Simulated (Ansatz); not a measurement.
## Electronic structure of C₂H₇AlOSi in real space

The calculation's input:

```
crystal:
  periodic: [false, false, false]
  atoms:
    - {symbol: C, position_ang: [-1.507614, 0.729251, 1.786981]}
    - {symbol: Al, position_ang: [-0.335914, 0.047684, 0.404237]}
    - {symbol: C, position_ang: [0.922272, 0.624543, -1.004307]}
    - {symbol: Si, position_ang: [1.029379, -1.237050, -1.248851]}
    - {symbol: O, position_ang: [-0.050082, -1.607880, -0.031460]}
    - {symbol: H, position_ang: [-2.326545, 1.311723, 1.353418]}
    - {symbol: H, position_ang: [-1.944518, -0.082287, 2.373953]}
    - {symbol: H, position_ang: [-0.970759, 1.394772, 2.469473]}
    - {symbol: H, position_ang: [0.505414, 1.191348, -1.839489]}
    - {symbol: H, position_ang: [1.841138, 1.116033, -0.677734]}
    - {symbol: H, position_ang: [0.543046, -1.719629, -2.570548]}
    - {symbol: H, position_ang: [2.371182, -1.823908, -0.981771]}
basis:
  gaussian: {orbitals: def2-TZVPP}
hamiltonian: {xc: pbe0, dispersion: d4}
output: {orbitals: {seedname: orbitals}}
```

Launched as:

```sh
ansatz run in.yaml --threads 4 --pin off --events-out ev --progress --plain --max-ram 10444MiB
```

Geometry: PBE0-D4/def2-TZVP.

These are results of RKS PBE0-D4/def2-TZVPP (Ansatz 0.2.0), not measurements.

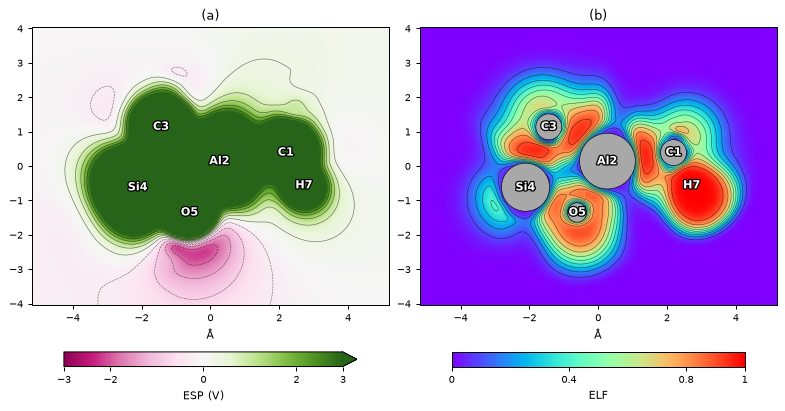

Figure 1. (a) molecular electrostatic potential; (b) ELF on the plane of atoms C3, Al2 and O5. Grey discs cover the atomic cores in the ELF map.

Interpret the plot.

Answer. The plane passes through C, Al, Si, O and H nuclei.
Si–O (1.67 Å): the ELF peaks at about 0.85 between the atoms (a polar covalent bond).
Al–O (1.74 Å): the ELF peaks at about 0.85 in the valence shell of O, 0.7 Å from its nucleus, and is about 0.40 at the midpoint.
C–Si (1.88 Å): the ELF peaks at about 0.95 between the atoms; a shared electron pair.
C–Al (1.94 Å): the ELF peaks at about 0.95 between the atoms (a shared but strongly polarised pair).
Al–Si (2.50 Å): the ELF is about 0.25 at the midpoint.
The ELF also peaks beside O5, away from the bonds: lone-pair regions.
Outside the dense part of the molecule the potential is most negative (−2.2 V) near O5.

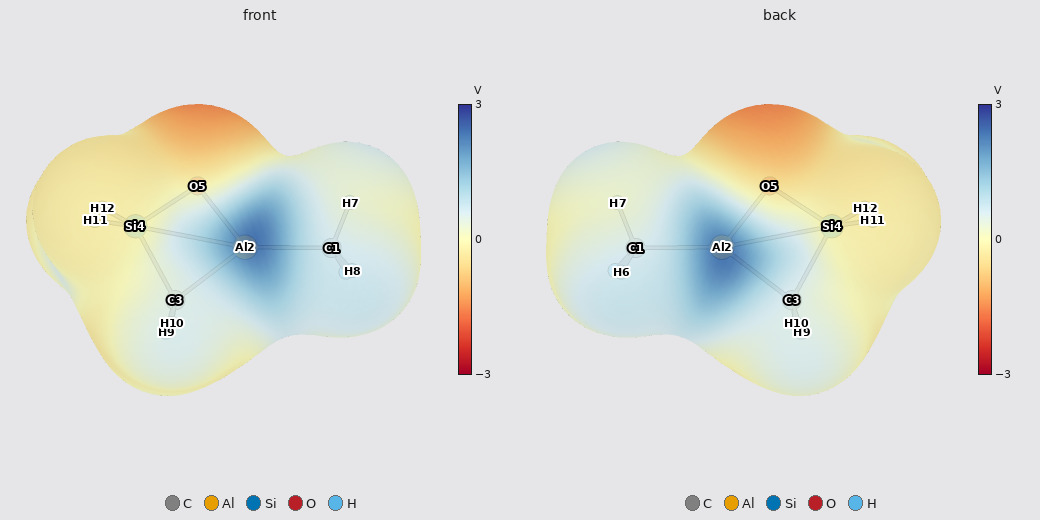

Figure 2. The molecular electrostatic potential painted on the density surface at 0.001 e/bohr³, seen from the front and from behind; red is negative and blue positive.

Describe the electrostatic potential map.

Answer. The most negative region (about −1.5 V) lies over O5, the most positive (about +2.3 V) over Al2. O5 is the likeliest acceptor of a hydrogen bond.

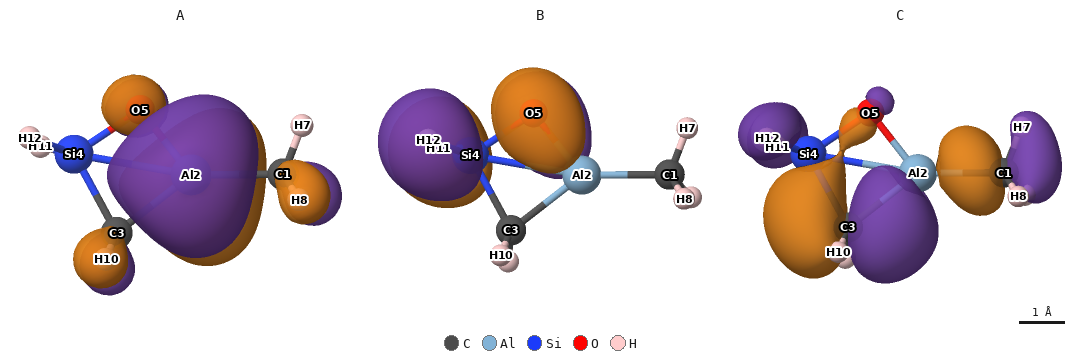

Figure 3. Three frontier orbitals at ±0.08 Å⁻³ᐟ² (orange and purple are the two phases), in no order.

Which picture is the HOMO−1, the HOMO and the LUMO?

Answer. B is the HOMO−1 (−8.35 eV). Its weight (Hirshfeld) is mainly on O5 (about 35 %), Si4 (about 25 %), H11 (about 15 %) and H12 (about 15 %). C is the HOMO (−7.38 eV). By Hirshfeld shares it lies mainly on C3 (about 45 %), Al2 (about 15 %), Si4 (about 15 %) and C1 (about 10 %). A is the LUMO (−0.42 eV). Its weight (Hirshfeld) is mainly on Al2 (about 65 %), O5 (about 5 %) and C1 (about 5 %).

What is the HOMO–LUMO gap?

Answer. 6.96 eV between the orbital energies.
